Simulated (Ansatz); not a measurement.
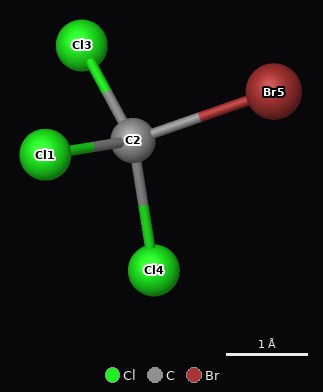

CBrCl3 (coarse preliminary run), before the relaxation. Style: ball-and-stick. Shown from a free direction.

The start comes from a force field.

Theory: Ansatz 0.2.0, RKS PBE-D4/def2-SVP.

The input:
```yaml
crystal:
  periodic: [false, false, false]
  atoms:
    - {symbol: Cl, position_ang: [0.228000, -0.536200, 1.722200]}
    - {symbol: C, position_ang: [-0.041100, -0.046100, 0.006000]}
    - {symbol: Cl, position_ang: [-1.743300, 0.473900, -0.297400]}
    - {symbol: Cl, position_ang: [0.448000, -1.401700, -1.048400]}
    - {symbol: Br, position_ang: [1.158300, 1.436500, -0.423700]}
basis:
  gaussian: {orbitals: def2-SVP}
hamiltonian: {xc: pbe, dispersion: d4}
relax: {f_tol: 0.03, max_steps: 200}
```

Command:
```bash
ansatz run in.yaml --threads 4 --pin off --events-out ev --progress --plain --max-ram 10444MiB
```

Q: Where does the relaxation end?

A: The energy falls by 0.046 eV in 3 geometry steps. The largest force component goes from 0.49 to 0.0042 eV/Å. The atom that moves furthest after the best rigid fit is Cl3 (0.053 Å). Largest moves by element: Cl 0.053 Å, Br 0.043 Å, C 0.025 Å. Some distances before and after: C2–Cl3 1.806 → 1.783 Å, Cl1–C2 1.805 → 1.783 Å, C2–Br5 1.955 → 1.975 Å. Bond angles that change, for instance: Cl4–C2–Br5 106.1° → 109.1°, Cl1–C2–Cl3 112.2° → 109.8°.

Final geometry:

```xyz
5

Cl    0.2006   -0.5155    1.7082
C    -0.0170   -0.0494    0.0011
Cl   -1.7090    0.4359   -0.2825
Cl    0.4049   -1.4197   -1.0586
Br    1.1704    1.4750   -0.4095
```

After the run, drawn alike:

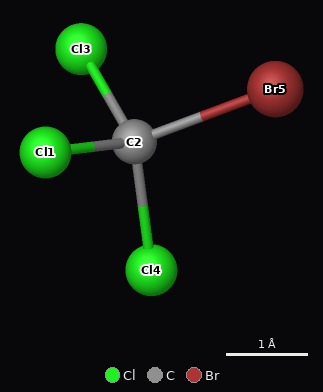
